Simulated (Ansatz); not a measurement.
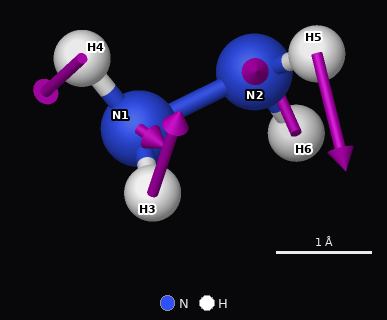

A relaxation of N2H4. The starting structure is drawn; purple arrows show the displacements, 20 times their true length. The two geometries are superimposed by the best rigid fit.

Style: ball-and-stick. Shown at a tilt.

The start comes from GFN2-xTB.

The calculation used RKS PBE0-D4/def2-TZVP in Ansatz 0.2.0.

Input
```yaml
crystal:
  periodic: [false, false, false]
  atoms:
    - {symbol: N, position_ang: [-0.119400, -0.713720, 0.201420]}
    - {symbol: N, position_ang: [0.457130, 0.586540, 0.107600]}
    - {symbol: H, position_ang: [-1.089670, -0.744930, -0.117290]}
    - {symbol: H, position_ang: [0.427300, -1.338680, -0.383770]}
    - {symbol: H, position_ang: [0.164980, 1.094230, -0.729470]}
    - {symbol: H, position_ang: [0.159650, 1.116550, 0.921520]}
basis:
  gaussian: {orbitals: def2-TZVP}
hamiltonian: {xc: pbe0, dispersion: d4}
relax: {f_tol: 0.005, max_steps: 150}
```

Launched with:
```bash
ansatz run in.yaml --threads 2 --pin off --events-out ev --progress --plain --max-ram 32768MiB --backend cpu
```

Q: Atoms of which element are displaced furthest, and by how much?

A: Hydrogen: up to 0.065 Å, against 0.021 Å for nitrogen.

Q: Describe the change and its energy.

A: Over 5 geometry steps the energy falls by 0.013 eV. The largest force component goes from 0.28 to 0.00053 eV/Å. The largest moves after the best rigid fit, 0.065 Å, are those of H3 and H5. By element the largest moves are H 0.065 Å, N 0.021 Å. Near-neighbour distances that change, for instance: N1–N2 1.425 → 1.415 Å, N1–H3 1.022 → 1.014 Å. The run took of the order of 7 core-seconds on a shared host.
